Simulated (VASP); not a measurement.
Band structure of Ir (fcc). Computed with PBE GGA with D4 dispersion, VASP's PBE PAW potentials (set 64) (plane waves; VASP).

Unless said otherwise, spin-orbit coupling is left out, though it shifts the bands of the heavy elements here.

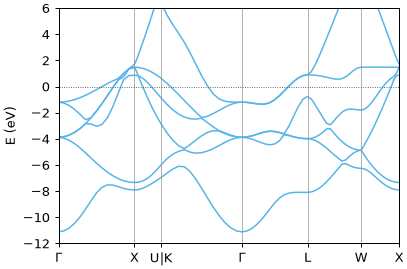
Bands along high-symmetry lines, zero at the valence-band maximum or, without a gap, the Fermi level

Task: Read the plot: is there a gap, and where are the band edges?

Result: It has no gap at this level: it comes out as a metal or semimetal. (Edges off the drawn lines would not show.)

The compound is Ir in the fcc structure. It was relaxed first.
